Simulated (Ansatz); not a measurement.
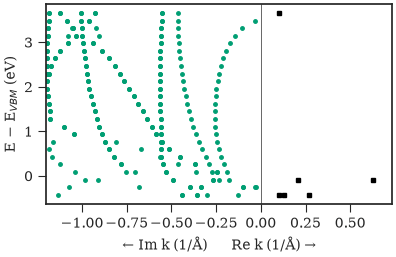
Figure: Complex bands at the centre of the two-dimensional zone; r2SCAN in Ansatz (an electronic-structure program)

The gap is the functional's own, uncorrected, and κ follows it; spin-orbit coupling is left out. Mid-gap means the computed energy nearest the middle.

### Question
This is Ga$_{2}$O$_{3}$ (R-3c, corundum, 10 atoms a cell, 9.7 Å³ an atom) along the normal of (101). Read off the slowest decay at the centre of the two-dimensional zone at 1.78 eV, the computed energy nearest the middle of the gap.

### Answer
κ ≈ 0.25 1/Å, a decay length 1/(2κ) of the density of 2.0 Å.
